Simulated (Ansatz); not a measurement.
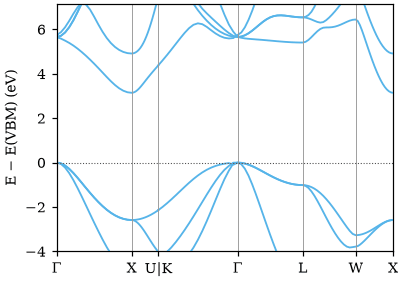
Fig. 1. Band structure from PBE (plane waves, PAW; program Ansatz)

Question: Read off the gap and where the band edges lie.

Answer: About 3.1 eV (3.15 eV by a search for the band edges); maximum at Γ, minimum at X.

Question: Which of these materials gives this?
A. K2S, anti-fluorite
B. Li2O, anti-fluorite
C. BaS, rock salt
D. BeS, zinc blende

Answer: D, BeS, zinc blende

Space group F-43m (zinc blende). The PBE relaxation kept the symmetry of its start.

Potentials: the later of the program's two PAW sets.
